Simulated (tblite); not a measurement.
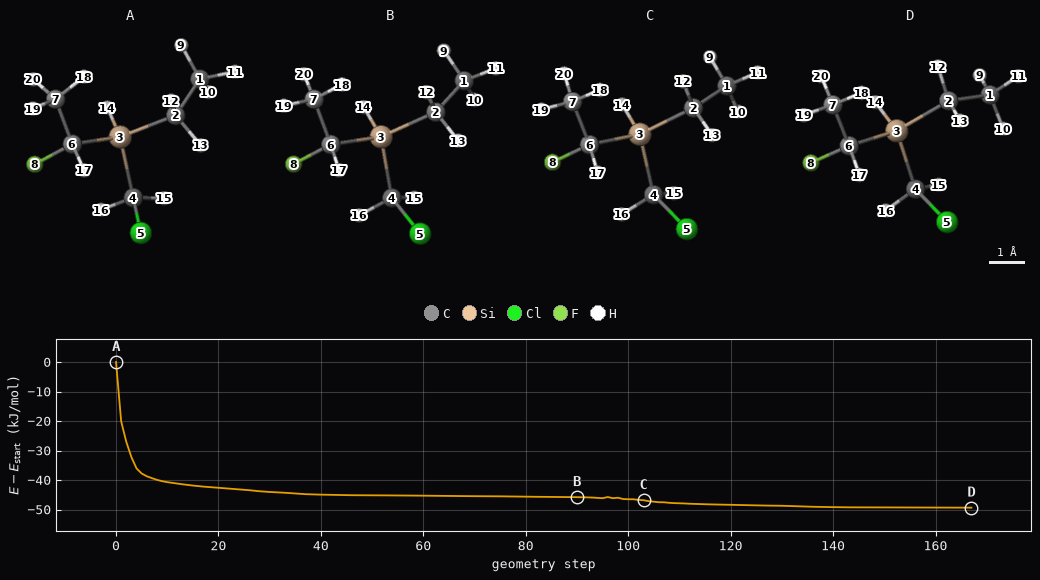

Frames of a relaxation of C$_{5}$H$_{12}$ClFSi, marked on the history of the run. The picture is a ball-and-stick view, seen at a tilt.

Level of theory: GFN2-xTB geometry optimisation, gas phase in tblite. 

Describe the path.

Answer. The energy falls by 49.4 kJ/mol in 167 geometry steps. The largest move after the best rigid fit is that of H9, 1.37 Å. By element the largest moves are H 1.37 Å, Cl 0.91 Å, C 0.54 Å, Si 0.20 Å, F 0.12 Å. Near-neighbour distances that change, for instance: Si3–C6 1.842 → 1.925 Å, C2–Si3 1.856 → 1.902 Å, C1–H10 1.124 → 1.087 Å, C1–C2 1.501 → 1.527 Å. Bond angles that change, for instance: Si3–C4–H16 105.9° → 112.6°, H15–C4–H16 114.5° → 108.6°, Cl5–C4–H15 112.4° → 106.7°. Groups turn about C2–Si3 by about 55°. The run took 1.5 s on 1 thread of Arm Neoverse V1, with other jobs on the host. From step 0 to 90: Cl5 moves most (0.64 Å), energy −45.8 kJ/mol. From step 90 to 103: H9 moves most (0.38 Å), energy −1.04 kJ/mol. From step 103 to 167: H atoms move most (0.68 Å), energy −2.53 kJ/mol.
